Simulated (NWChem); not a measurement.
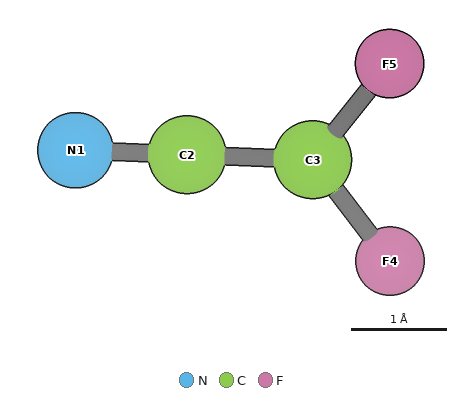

Fig. 1: The structure as given in the input (ball-and-stick view, seen at a tilt; atoms are numbered from 1 in the order of the input). Bond lengths as drawn: C–C 1.33 Å, C–F 1.40 Å and C–N 1.18 Å.

# Energy and gradient calculation of C$_{2}$F$_{2}$N (charge −1)

System: C$_{2}$F$_{2}$N, charge −1, SMILES N#C[C-](F)F.
Method: B3LYP/6-31G*, RKS (NWChem 7.3.0).

The geometry comes from this level: GFN2-xTB.

The program's output:
```
energy = -8995.192450 eV
forces (eV/A):
N     1.56904   -0.80470    1.65569
C    -0.97450    0.50414   -1.01569
C    -0.91413    0.47344   -1.02032
F     0.25870    0.17422    0.22281
F     0.06094   -0.34705    0.15751
dipole (e A): [-0.4313  0.2185 -0.4458]
```

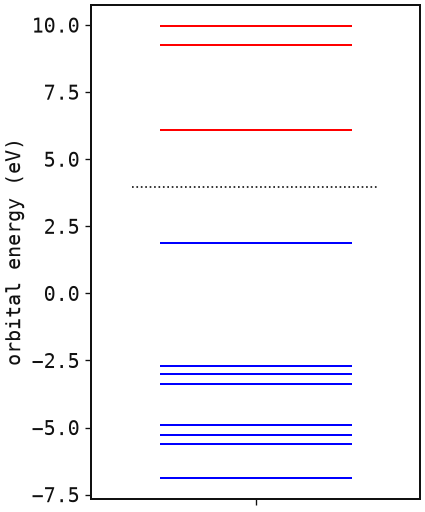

Fig. 2: Orbital energies near the frontier; the dotted line parts filled from empty levels, and levels within 0.02 eV of each other stand side by side. Highest filled 1.87 eV, lowest empty 6.07 eV, 4.20 eV apart.

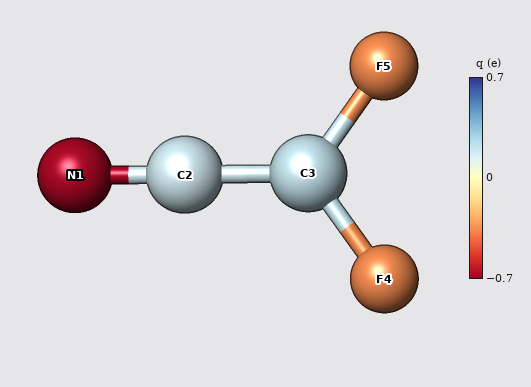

Fig. 3: Mulliken charges, as the colour of each atom (ball-and-stick view, seen on its broad side; atoms are numbered from 1 in the order of the input). By element: N −0.67, C +0.17 to +0.20 and F −0.35 e.

This output came from the following input.

Input file:
```python
from ase import Atoms
from ase.calculators.nwchem import NWChem

mol = Atoms(['N', 'C', 'C', 'F', 'F'], positions=[
    [1.347310, -0.686630, 1.409120],
    [0.576020, -0.296490, 0.606720],
    [-0.284660, 0.145590, -0.304630],
    [-1.221850, -0.638910, -0.989220],
    [-0.416820, 1.476430, -0.721990],
])

calc = NWChem(
    label='a',
    theory='dft',
    memory='2200 mb',
    basis='6-31G*',
    charge=-1,
    dft={'xc': 'b3lyp', 'mult': '1', 'grid': 'xfine', 'convergence': 'energy 1e-08', 'iterations': '100', 'mulliken': None},
)
mol.calc = calc

forces = mol.get_forces()
print(f"energy = {mol.get_potential_energy():.6f} eV")
print("forces (eV/A):")
for s, f in zip(mol.symbols, forces):
    print(f"{s:2s} {f[0]:10.5f} {f[1]:10.5f} {f[2]:10.5f}")
print("dipole (e A):", mol.get_dipole_moment().round(4))
```

File a.nwi:
```
title "a"

permanent_dir a

scratch_dir a

start a

geometry units angstrom nocenter noautosym noautoz
  N  1.3473100000000000e+00 -6.8662999999999996e-01 1.4091199999999999e+00
  C  5.7601999999999998e-01 -2.9648999999999998e-01 6.0672000000000004e-01
  C  -2.8466000000000002e-01 1.4559000000000000e-01 -3.0463000000000001e-01
  F  -1.2218500000000001e+00 -6.3890999999999998e-01 -9.8921999999999999e-01
  F  -4.1682000000000002e-01 1.4764299999999999e+00 -7.2199000000000002e-01
end

charge -1

memory 2200 mb

basis noprint
   * library 6-31G*
end

dft
  xc b3lyp
  mult 1
  grid xfine
  convergence energy 1e-08
  iterations 100
  mulliken
end

task dft gradient
```

Launch command:
```bash
export ASE_NWCHEM_COMMAND="nwchem PREFIX.nwi > PREFIX.nwo"
python run.py
```

Results in brief:

- outcome: converged
- total energy: −330.567228 hartree
- basis functions: 75
- largest force: 2.419 eV/Å
- HOMO: 1.87 eV
- LUMO: 6.07 eV
- hardware: 1 thread of Intel Xeon (Sapphire Rapids), 16 GiB of memory available, shared host
- wall time: 18 s
- peak memory: 0.13 GiB
